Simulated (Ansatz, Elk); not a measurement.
**How BaHfP2 (model structure) absorbs and reflects light**

Aim: the dielectric function of BaHfP2 (model structure), and the optical constants that follow from it. The structure is a model built here, which may or may not match a known phase. It was built so: All N replaced by P and Sr replaced by Ba in the R-3m structure of SrHfN2. The cell is first relaxed with Ansatz.

Main program and level: Elk 11.2.3 (patched build); DFT, PBE, all-electron APW+lo, Dirac cores, scalar-relativistic bands, independent-particle optical response without local fields.

### Step 1. The structure

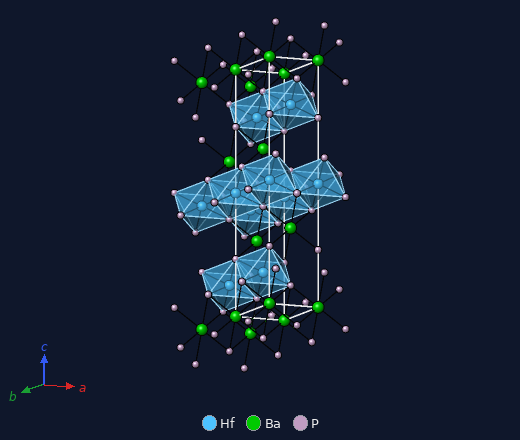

Start, viewed from a free direction; hafnium blue, barium green, phosphorus pink. 1×2×1 cells are drawn. This picture shows the conventional cell, with its axes. Some periodic images of atoms are drawn too.

### Step 2. Relaxation

Spectra hang on bond lengths, so the cell is first brought to its minimum.

This step: DFT, PBE, plane-wave PAW, default files, scalar-relativistic, relaxation (Ansatz 0.2.0).

File input.yaml:

```yaml
crystal:
  lattice:
    - [1.9497858913, 1.1257094092, 6.87973097]
    - [-1.9497858913, 1.1257094092, 6.87973097]
    - [0.0, -2.2514188185, 6.87973097]
  atoms:
    - { symbol: Hf, position: [0.5, 0.5, 0.5] }
    - { symbol: Ba, position: [0.0, 0.0, 0.0] }
    - { symbol: P, position: [0.767368, 0.767368, 0.767368] }
    - { symbol: P, position: [0.232632, 0.232632, 0.232632] }
kpoints:
  mp_grid: { grid: [7, 7, 7] }
scf:
  occupations: { method: fermi_dirac, width: 0.05 }
hamiltonian:
  xc: pbe
output:
  forces: true
  stress: true
relax:
  f_tol: 0.02
  max_steps: 50
  cell: {}
```

Launch:

```console
> ansatz run input.yaml --threads 4 --pin off --max-ram 8192MiB --backend cpu --events-out ev --progress --plain --runs-dir out
```

Numbers of over 12 decimals in the logs are rounded to 6 here.

The program printed:

```text
basis.fft_grid_basis auto: the FFT boxes are laid along the combinations [[1, 0, -1], [0, 1, -1], [0, 0, 1]] of the cell's own vectors, 3.900, 3.900 and 7.239 Å long. The dense box has 27×27×50 points. Along the cell's own vectors, as sized, it would have 50×50×50, 3.43 times as many. Of the 12 symmetry operations that the crystal satisfies within crystal.symmetry.tolerance (time reversal apart; of a slab, those that [...]
Engine: ansatz 0.2.0, aarch64-unknown-linux-gnu
Pseudopotentials: kind: paw
Pseudopotential: Hf, paw, valence charge 26, recommended cutoff 420 eV (normal), Hf.paw.azcp
Pseudopotential: Ba, paw, valence charge 10, recommended cutoff 420 eV (normal), Ba.paw.azcp
Pseudopotential: P, paw, valence charge 5, recommended cutoff 420 eV (normal), P.paw.azcp
Functional definition: PBE
  parameter kappa = 0.804
  parameter beta = 0.066725
  exchange = pbe_x(kappa = kappa, mu = beta*pi^2/3)
  correlation = pbe_c(beta = beta)
Crystal: 4 atoms, lattice volume = 90.602 Å³
Basis set: ecut = 420 eV, 1775 PW (Γ), FFT grids on a1−a3, a2−a3, a3, exchange–correlation on 54×54×100 points (8 copies of the dense FFT grid, shifted against one another)
Bands: 28, of which v1, the nominal top of the filled ones, is band 23 counted from 1 (22 counted from 0)
Symmetry: 12 space group operations
Space group: R-3m (ITA 166), of the structure as read, at distance tolerance 4.5e-5 Å
k-points: 44 of 343
Non-local potential: Hf, projectors of the file, l = 0: 3, l = 1: 2, l = 2: 2, l = 3: 3
Non-local potential: Ba, projectors of the file, l = 0: 3, l = 1: 2, l = 2: 2, l = 3: 2
Non-local potential: P, projectors of the file, l = 0: 2, l = 1: 2, l = 2: 2
PAW form: soft (Blöchl's): semilocal exchange-correlation on the pseudo side does not see the compensation charge
PAW one-centre angular grid: Hf, 590 points (default); XC on 64 Gauss nodes
PAW one-centre angular grid: Ba, 194 points (default); XC on 64 Gauss nodes
PAW one-centre angular grid: P, 110 points (default); XC on 64 Gauss nodes
Initial density: superposition of atomic densities (neutral atoms: chi_scale 0, normalization atom), corrected by the library's trained network
Initial wavefunctions: pseudopotential atomic-orbital guess
Functional: x = pbe(κ = 0.804, μ = 0.219515), c = pbe(β = 0.066725)
SCF iter   1: F=—  HF=-23186.658972 eV  |F-HF|=—  |Δ(HF+E_count)|=         —  Δρ=1.35e-3  dr2=2.09e-3  ethr=1.77e-3  ⟨swp⟩=7.5  Hψ=6000  notcnv=0
preconditioner: auto → Kerker (q_TF=auto, 2.437 Å⁻¹)  [metal: Δε(μ)=0.086 eV  Ē_g=11.181 eV  σ=0.050 eV  W_gap=0.40  n_scr=28 (ndim 8)  ℏωp=23.4 eV  f_vac=0.000  D(μ)=0.68/eV (n_scr^D=2)]
SCF iter   2: F=—  HF=-23186.658634 eV  |F-HF|=—  |Δ(HF+E_count)|=   3.38e-4  Δρ=9.13e-4  dr2=2.07e-3  ethr=4.54e-6  ⟨swp⟩=2.6  Hψ=2754  notcnv=0
SCF iter   3: F=—  HF=-23186.658455 eV  |F-HF|=—  |Δ(HF+E_count)|=   1.79e-4  Δρ=4.36e-4  dr2=5.57e-4  ethr=4.50e-6  ⟨swp⟩=1.4  Hψ=1251  notcnv=0
SCF iter   4: F=—  HF=-23186.658385 eV  |F-HF|=—  |Δ(HF+E_count)|=   7.02e-5  Δρ=1.02e-4  dr2=3.82e-5  ethr=1.21e-6  ⟨swp⟩=2.0  Hψ=1617  notcnv=0
SCF iter   5: F=—  HF=-23186.658382 eV  |F-HF|=—  |Δ(HF+E_count)|=   2.38e-6  Δρ=7.53e-5  dr2=9.85e-6  ethr=8.31e-8  ⟨swp⟩=2.0  Hψ=2243  notcnv=0
SCF iter   6: F=—  HF=-23186.658377 eV  |F-HF|=—  |Δ(HF+E_count)|=   5.57e-6  Δρ=2.78e-5  dr2=2.86e-6  ethr=2.14e-8  ⟨swp⟩=2.0  Hψ=2234  notcnv=0
SCF iter   7: F=—  HF=-23186.658377 eV  |F-HF|=—  |Δ(HF+E_count)|=   3.49e-9  Δρ=1.33e-5  dr2=1.23e-6  ethr=6.21e-9  ⟨swp⟩=1.1  Hψ=1232  notcnv=0
SCF iter   8: F=—  HF=-23186.658376 eV  |F-HF|=—  |Δ(HF+E_count)|=   1.45e-7  Δρ=6.12e-6  dr2=2.89e-7  ethr=2.67e-9  ⟨swp⟩=1.9  Hψ=1643  notcnv=0
SCF iter   9: F=-23186.658376 eV  HF=-23186.658376 eV  |F-HF|=6.28e-8  |Δ(HF+E_count)|=   4.01e-8  Δρ=2.95e-6  dr2=6.83e-8  ethr=2.17e-10  ⟨swp⟩=5.1  Hψ=4664  notcnv=0
SCF 1 converged in 9 iterations: F = -23186.658376 eV  dr2 = 6.83e-8
  greatest PAW one-centre occupation: 0.998 electrons in one spin orbital (limit 2), on the Hf atom at site 0 (counted from 0), in its partial waves of l = 0
relax step   1: F+E_penalty+E_count = -23186.65837631 eV  Δ(F+E_penalty+E_count) = +0.000e0 eV  max|allowed force component| = 3.538e-2 eV/Å  Δτ_max = 0.0000 Å  P = +7.267 GPa  Ω = 90.602 Å³  (9 SCF iters, dr2 threshold 1.00e-7 eV, accepted)
Crystal: 4 atoms, lattice volume = 99.311 Å³
Basis set: ecut = 420 eV, 1981 PW (Γ), FFT grids on a1−a3, a2−a3, a3, exchange–correlation on 54×54×100 points (8 copies of the dense FFT grid, shifted against one another)
Initial density: handed on by an earlier stage of this run
Initial wavefunctions: those handed on with the density
iter 1 solved again at ethr=2.21e-4 eV; its pass at ethr=3.10e-3 eV (dr2=1.02e-1 eV) is discarded
SCF iter   1: F=—  HF=-23186.851826 eV  |F-HF|=—  |Δ(HF+E_count)|=         —  Δρ=3.84e-3  dr2=1.03e-1  ethr=2.21e-4  ⟨swp⟩=2.0  Hψ=8286  notcnv=0
preconditioner: auto → Resta (q_TF=auto, 2.400 Å⁻¹)  ε∞=5.0  [insulator: Δε(μ)=0.139 eV  Ē_g=11.164 eV  σ=0.050 eV  W_gap=0.60  n_scr=28 (ndim 8)  ℏωp=22.4 eV  f_vac=0.000  D(μ)=0.42/eV (n_scr^D=2)  ε∞_Penn≈5.0]
SCF iter   2: F=—  HF=-23186.835403 eV  |F-HF|=—  |Δ(HF+E_count)|=   1.64e-2  Δρ=1.78e-3  dr2=7.81e-3  ethr=2.21e-4  ⟨swp⟩=3.1  Hψ=1805  notcnv=0
SCF iter   3: F=—  HF=-23186.834497 eV  |F-HF|=—  |Δ(HF+E_count)|=   9.07e-4  Δρ=8.47e-4  dr2=9.21e-4  ethr=1.70e-5  ⟨swp⟩=2.0  Hψ=1922  notcnv=0
SCF iter   4: F=—  HF=-23186.834492 eV  |F-HF|=—  |Δ(HF+E_count)|=   4.75e-6  Δρ=4.25e-4  dr2=2.31e-4  ethr=2.00e-6  ⟨swp⟩=2.6  Hψ=2524  notcnv=0
SCF iter   5: F=—  HF=-23186.834462 eV  |F-HF|=—  |Δ(HF+E_count)|=   2.98e-5  Δρ=1.15e-4  dr2=1.94e-5  ethr=5.02e-7  ⟨swp⟩=2.4  Hψ=2249  notcnv=0
SCF iter   6: F=—  HF=-23186.834468 eV  |F-HF|=—  |Δ(HF+E_count)|=   5.75e-6  Δρ=4.33e-5  dr2=2.41e-6  ethr=4.22e-8  ⟨swp⟩=2.0  Hψ=2109  notcnv=0
SCF iter   7: F=-23186.834469 eV  HF=-23186.834469 eV  |F-HF|=6.33e-10  |Δ(HF+E_count)|=   1.35e-6  Δρ=9.03e-6  dr2=1.16e-7  ethr=8.70e-10  ⟨swp⟩=6.0  Hψ=6196  notcnv=0
SCF 2 converged in 7 iterations: F = -23186.834469 eV  dr2 = 1.16e-7
relax step   2: F+E_penalty+E_count = -23186.83446937 eV  Δ(F+E_penalty+E_count) = -1.761e-1 eV  max|allowed force component| = 6.966e-2 eV/Å  Δτ_max = 0.0145 Å  P = -0.869 GPa  Ω = 99.311 Å³  energy of the carried Pulay correction = -1.072e-3 eV  (7 SCF iters, dr2 threshold 4.00e-7 eV, accepted)
Crystal: 4 atoms, lattice volume = 98.246 Å³
Basis set: ecut = 420 eV, 1963 PW (Γ), FFT grids on a1−a3, a2−a3, a3, exchange–correlation on 54×54×100 points (8 copies of the dense FFT grid, shifted against one another)
iter 1 solved again at ethr=4.40e-7 eV; its pass at ethr=3.10e-3 eV (dr2=2.02e-4 eV) is discarded
SCF iter   1: F=—  HF=-23186.838094 eV  |F-HF|=—  |Δ(HF+E_count)|=         —  Δρ=4.01e-4  dr2=1.91e-4  ethr=4.40e-7  ⟨swp⟩=3.2  Hψ=7956  notcnv=0
preconditioner: auto → Resta (q_TF=auto, 2.404 Å⁻¹)  ε∞=5.1  [insulator: Δε(μ)=0.146 eV  Ē_g=11.129 eV  σ=0.050 eV  W_gap=0.61  n_scr=28 (ndim 8)  ℏωp=22.5 eV  f_vac=0.000  D(μ)=0.46/eV (n_scr^D=2)  ε∞_Penn≈5.1]
SCF iter   2: F=—  HF=-23186.838084 eV  |F-HF|=—  |Δ(HF+E_count)|=   9.75e-6  Δρ=2.26e-4  dr2=6.05e-5  ethr=4.16e-7  ⟨swp⟩=1.5  Hψ=1344  notcnv=0
SCF iter   3: F=—  HF=-23186.838078 eV  |F-HF|=—  |Δ(HF+E_count)|=   6.57e-6  Δρ=3.20e-5  dr2=9.60e-7  ethr=1.32e-7  ⟨swp⟩=2.0  Hψ=2122  notcnv=0
SCF iter   4: F=-23186.838078 eV  HF=-23186.838078 eV  |F-HF|=1.79e-9  |Δ(HF+E_count)|=   4.19e-7  Δρ=7.84e-6  dr2=7.96e-8  ethr=8.70e-10  ⟨swp⟩=6.6  Hψ=5582  notcnv=0
SCF 3 converged in 4 iterations: F = -23186.838078 eV  dr2 = 7.96e-8
relax step   3: F+E_penalty+E_count = -23186.83807801 eV  Δ(F+E_penalty+E_count) = -3.609e-3 eV  max|allowed force component| = 1.962e-2 eV/Å  Δτ_max = 0.0010 Å  P = -0.087 GPa  Ω = 98.246 Å³  energy of the carried Pulay correction = -9.465e-4 eV  (4 SCF iters, dr2 threshold 4.00e-7 eV, accepted)
[...]
relax step   4: F+E_penalty+E_count = -23186.83813846 eV  Δ(F+E_penalty+E_count) = -6.045e-5 eV  max|allowed force component| = 1.277e-2 eV/Å  Δτ_max = 0.0027 Å  P = +0.020 GPa  Ω = 98.169 Å³  energy of the carried Pulay correction = -9.374e-4 eV  (5 SCF iters, dr2 threshold 6.00e-8 eV, accepted)
[...]
relax step   5: F+E_penalty+E_count = -23186.83816382 eV  Δ(F+E_penalty+E_count) = -2.536e-5 eV  max|allowed force component| = 1.463e-4 eV/Å  Δτ_max = 0.0012 Å  P = +0.000 GPa  Ω = 98.170 Å³  energy of the carried Pulay correction = -9.375e-4 eV  (5 SCF iters, dr2 threshold 9.36e-9 eV, accepted)
Basis set: ecut = 420 eV, 1963 PW (Γ), FFT grids on a1−a3, a2−a3, a3, exchange–correlation on 54×54×108 points (8 copies of the dense FFT grid, shifted against one another)
Initial wavefunctions: pseudopotential atomic-orbital guess (no wavefunctions were taken with the density)
iter 1 solved again at ethr=1.27e-6 eV; its pass at ethr=3.10e-3 eV (dr2=5.85e-4 eV) is discarded
SCF iter   1: F=—  HF=-23186.839460 eV  |F-HF|=—  |Δ(HF+E_count)|=         —  Δρ=7.79e-5  dr2=7.45e-7  ethr=1.27e-6  ⟨swp⟩=3.0  Hψ=9135  notcnv=0
eigensolver tolerance schedule: the retry pair's looser diagonalisation over-reported the residual by 784.95 of it (diagonalisation noise at 0.48 of the residual, at the tolerance the schedule requests for it); recorded, not acted on — ethr = c·dr2/N_el stays at c = 1.0e-1
SCF iter   2: F=—  HF=-23186.839456 eV  |F-HF|=—  |Δ(HF+E_count)|=   4.19e-6  Δρ=4.41e-5  dr2=6.34e-7  ethr=1.62e-9  ⟨swp⟩=3.0  Hψ=3077  notcnv=0
SCF iter   3: F=—  HF=-23186.839456 eV  |F-HF|=—  |Δ(HF+E_count)|=   4.15e-7  Δρ=2.64e-5  dr2=1.07e-7  ethr=1.38e-9  ⟨swp⟩=2.0  Hψ=2182  notcnv=0
SCF iter   4: F=—  HF=-23186.839457 eV  |F-HF|=—  |Δ(HF+E_count)|=   4.10e-7  Δρ=6.37e-6  dr2=7.46e-9  ethr=2.33e-10  ⟨swp⟩=2.9  Hψ=2350  notcnv=0
SCF iter   5: F=—  HF=-23186.839457 eV  |F-HF|=—  |Δ(HF+E_count)|=   2.60e-8  Δρ=7.55e-7  dr2=1.17e-10  ethr=1.62e-11  ⟨swp⟩=2.1  Hψ=2195  notcnv=0
SCF iter   6: F=-23186.839457 eV  HF=-23186.839457 eV  |F-HF|=7.28e-12  |Δ(HF+E_count)|=  3.64e-10  Δρ=8.08e-8  dr2=7.97e-12  ethr=1.00e-12  ⟨swp⟩=5.5  Hψ=5494  notcnv=0
SCF 6 converged in 6 iterations: F = -23186.839457 eV  dr2 = 7.97e-12
relax step   6: F+E_penalty+E_count = -23186.83945673 eV  Δ(F+E_penalty+E_count) = -1.293e-3 eV  max|allowed force component| = 3.638e-4 eV/Å  Δτ_max = 0.0000 Å  P = +0.016 GPa  Ω = 98.170 Å³  stress off target by 2.55e-2 GPa  SCF on the basis re-selected at this cell (its energy is not comparable with the rows above)  (6 SCF iters)
basis re-selected at this cell: Δ(F+E_penalty+E_count) = -1.293e-3 eV, ΔP = +0.015 GPa vs the last step (what re-selecting the basis moved, of the pressure what is left beyond the Pulay correction that the steps carried, after the strain that the cell walked since its last selection, with what the two solves' SCF thresholds leave and, on support functions, any second-order correction that the steps lacked; it is no measure of the basis error at this ecutwfc). The dense FFT grid was sized anew with the basis: this SCF ran on 27×27×54 points, the steps before it on 27×27×50, so part of this shift can come from that change (see relax.cell in the input reference). [rest of the remark cut]
SCF converged after 6 iterations
Free energy (F): -23186.839457 eV
Harris-Foulkes:  -23186.839457 eV  (|F-HF|=7.28e-12)
Internal energy: -23186.835144 eV  (E = F + TS)
E sigma→0 (E₀):  -23186.837301 eV
Entropy (-TS):   -0.004312 eV (-1.078 meV/atom)
Fermi energy:    10.851679 eV
--- Per-component energies (eV) ---
  E_band       = -175.347365
  E_kinetic    = 729.809022
  E_local      = -8275.268830  (includes V_loc(G=0)·N_el)
  E_nonlocal   = -1119.234913
  E_hartree    = 3818.927170
  E_xc         = -591.637614
  E_vxc        = -524.124744  (∫ρ·V_xc dr)
  E_paw        = -13290.723228  (= ΣΔE_a)
  E_vpaw       = 1375.617765  (= ΣTr[D̂ρ^β])
  E_aug_tail   = 0.000003  (compensation charges beyond the density's cutoff)
  E_ewald      = -4458.706753
  E_smearing   = -0.004312  (= −TS)
  E_closure    = -0.000000  (closes the sum)
  Σ components = -23186.839457   (vs F -23186.839457, Δ=0.00e0)
--- Forces (eV/Å), atoms counted from 1 ---
  atom   1  Hf     0.00000000    -0.00000000    -0.00000000
  atom   2  Ba    -0.00000000     0.00000000    -0.00000000
  atom   3  P     -0.00000000    -0.00000000     0.00036382
  atom   4  P      0.00000000     0.00000000    -0.00036382
  max |Σ_I F_I| component: 4.63e-18 eV/Å
--- Stress (GPa, compression-positive) ---
        0.010554       0.000000       0.000000
        0.000000       0.010554      -0.000000
        0.000000      -0.000000       0.025525
  P = ⅓ Tr σ = 0.0155 GPa (0.155 kbar)
--- Relaxed structure (5 steps of the walk, 5 accepted, 1 SCFs on fresh bases) ---
  F+E_penalty+E_count = -23186.83945673 eV   max|allowed force component| = 3.638e-4 eV/Å   (the final SCF, on the basis selected at the relaxed cell)
  cell:  # Å, volume = 98.1702 Å³
    - [1.982611, 1.144661, 7.209645]
    - [-1.982611, 1.144661, 7.209645]
    - [0, -2.289322, 7.209645]
  atoms:
    - { symbol: Hf, position: [0.500000, 0.500000, 0.5] }
    - { symbol: Ba, position: [0, 0, 0] }
    - { symbol: P, position: [0.768192, 0.768192, 0.768192] }
    - { symbol: P, position: [0.231808, 0.231808, 0.231808] }
```

The job ended after 17 s (4 threads of Arm Neoverse N1, shared host; peak memory 0.5 GiB; 64 s of CPU time).

Step by step:

```
step  energy less that of the first step (eV)  largest force component (eV/Å)  pressure (GPa)  volume (Å³)
   1                                   0.0000                          0.0354            7.27        90.60
   2                                  -0.1761                          0.0697           -0.87        99.31
   3                                  -0.1797                          0.0196           -0.09        98.25
   4                                  -0.1798                          0.0128            0.02        98.17
   5                                  -0.1798                          0.0001            0.00        98.17
  6*                                  -0.1811                          0.0004            0.02        98.17
```

Relaxation steps marked * repeat the geometry before them on a plane-wave basis chosen anew for their cell, so energy and pressure can jump there.

Forces are held to the 12 operations that the run works with; a distortion that breaks them can't arise in this run.

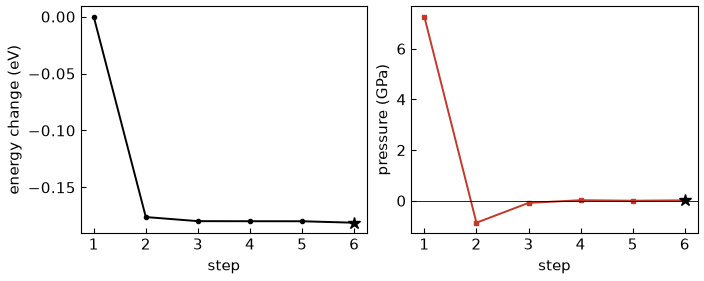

Energy and pressure along the relaxation. Stars mark steps on a basis chosen anew.

```
conventional cell, symmetrised  before   after  change
                         a (Å)   3.900   3.965  +1.7 %
                         b (Å)   3.900   3.965  +1.7 %
                         c (Å)  20.639  21.629  +4.8 %
              volume (Å³/atom)   22.65   24.54  +8.4 %
```

The atoms that moved most (Å, as changes of fractional coordinates times the final cell):

```
atom     dx     dy      dz  length
  P3  0.000  0.000   0.018   0.018
  P4  0.000  0.000  -0.018   0.018
```

The relaxed structure:

```cif
data_structure
_symmetry_space_group_name_H-M 'P 1'
_symmetry_Int_Tables_number 1
_cell_length_a 7.5644
_cell_length_b 7.5644
_cell_length_c 7.5644
_cell_angle_alpha 30.389
_cell_angle_beta 30.389
_cell_angle_gamma 30.389
_cell_volume 98.17
loop_
_atom_site_label
_atom_site_type_symbol
_atom_site_fract_x
_atom_site_fract_y
_atom_site_fract_z
_atom_site_occupancy
Hf1 Hf 0.50000 0.50000 0.50000 1
Ba2 Ba 0.00000 0.00000 0.00000 1
P3 P 0.76819 0.76819 0.76819 1
P4 P 0.23181 0.23181 0.23181 1
```

The relaxation ends with a largest force component of 3.6e-4 eV/Å and a pressure of 0.02 GPa.

(Part 1 of 2 ends here.)

[Machine, clock and banner lines and Python warnings are left out of the logs.]

[Logs are printed without paths, hosts, clocks, repeated set-up lines and the standing remarks that a program may print on its own settings, such as how far it seeks lower states.]

[Hosts, paths, dates, database ids (printed as entryN), source tags and the programs' standing remarks are cut or masked in the printed files.]
